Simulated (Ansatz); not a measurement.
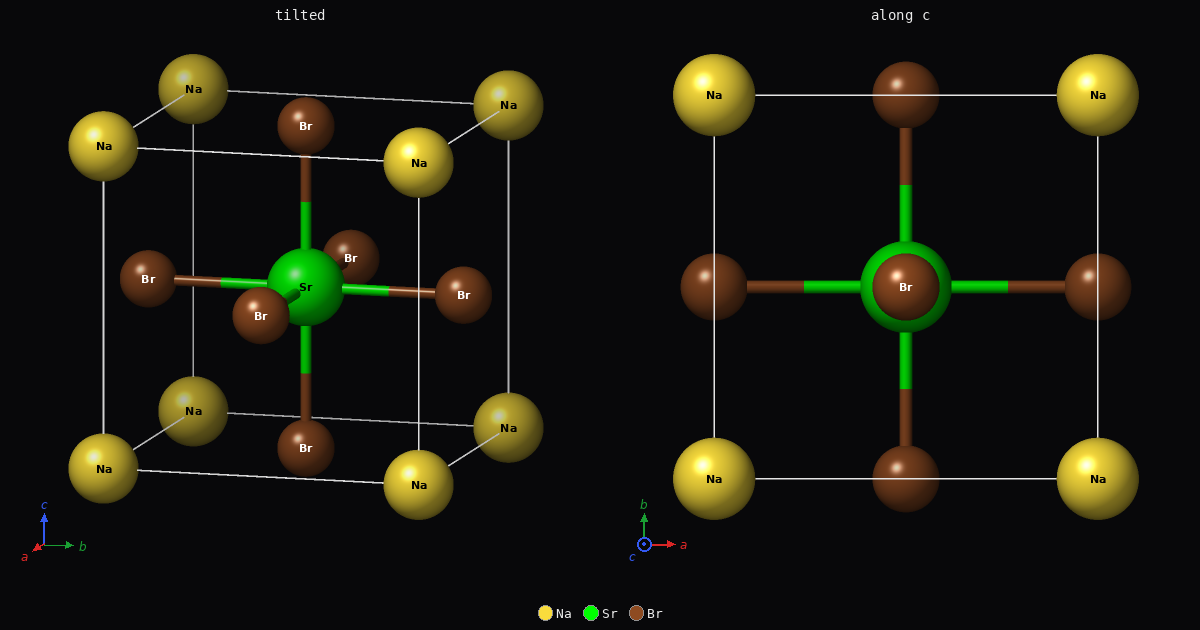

View slightly off an axis and along the c axis, drawn as a ball-and-stick model. Thin lines show the conventional unit cell, with boundary atoms drawn in all their periodic places.

NaSrBr₃, cubic perovskite with the larger cation on the octahedral site (an inverted filling), space group Pm-3m (No. 221), a = 6.076 Å, b = 6.076 Å, c = 6.076 Å, α = 90.00°, β = 90.00°, γ = 90.00°. The starting point was a structure type filled with these elements by a generator (whether the compound takes this form wasn't checked). The cell was then strained or its atoms displaced on purpose. A calculation with Ansatz used it as input.

This one geometry was computed with Ansatz (DFT, plane waves, PAW) at three levels of theory: r2SCAN, HSE06 and PBE. It was relaxed with r2SCAN and then strained.

Question: How does the band gap change with the level of theory?

Answer: PBE: a gap of 2.93 eV, indirect; r2SCAN: a gap of 3.68 eV, indirect; HSE06: a gap of 4.04 eV, indirect.

Question: Collect the results in a table.

Answer:
| level | cutoff (eV) | k-mesh of the run's cell | gap (eV) | pressure (GPa) |
| --- | --- | --- | --- | --- |
| r2SCAN | 500 | 4×4×4 | 3.68 | -1.2 |
| HSE06 | 420 | 4×4×4 | 4.04 | -1.0 |
| PBE | 420 | 4×4×4 | 2.93 | -0.8 |

Gaps are taken on the k-mesh or band path of each run.
